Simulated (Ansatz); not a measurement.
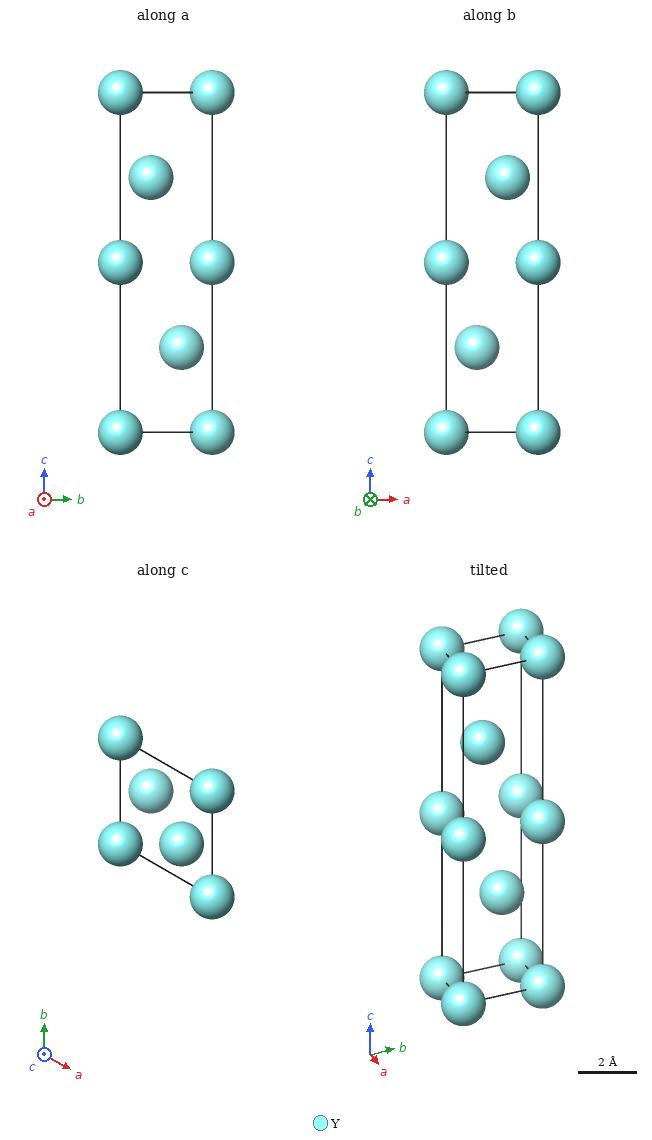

A spheres-only rendering, viewed along the a axis, along the b axis, along the c axis and slightly off an axis. Thin lines show the conventional unit cell, with boundary atoms drawn in all their periodic places.

Lattice parameters: a = 3.6919 Å, b = 3.6919 Å, c = 11.8437 Å, α = 90.000°, β = 90.000°, γ = 120.000°.

**Set out the cell and atoms as a CIF with its space group and independent sites.**

```cif
data_structure
_symmetry_space_group_name_H-M 'P 63/m m c'
_symmetry_Int_Tables_number 194
_cell_length_a 3.6919
_cell_length_b 3.6919
_cell_length_c 11.8437
_cell_angle_alpha 90.000
_cell_angle_beta 90.000
_cell_angle_gamma 120.000
_cell_volume 139.80
loop_
_atom_site_label
_atom_site_type_symbol
_atom_site_symmetry_multiplicity
_atom_site_Wyckoff_symbol
_atom_site_fract_x
_atom_site_fract_y
_atom_site_fract_z
_atom_site_occupancy
Y1 Y 2 a 0.0000 0.0000 0.0000 1
Y2 Y 2 c 0.3333 0.6667 0.2500 1
```

Provenance: a structure type filled with this element by a generator (whether the element takes this form wasn't checked). Earlier steps of the study may have refined or changed the cell and positions. It was the input of a calculation with Ansatz.
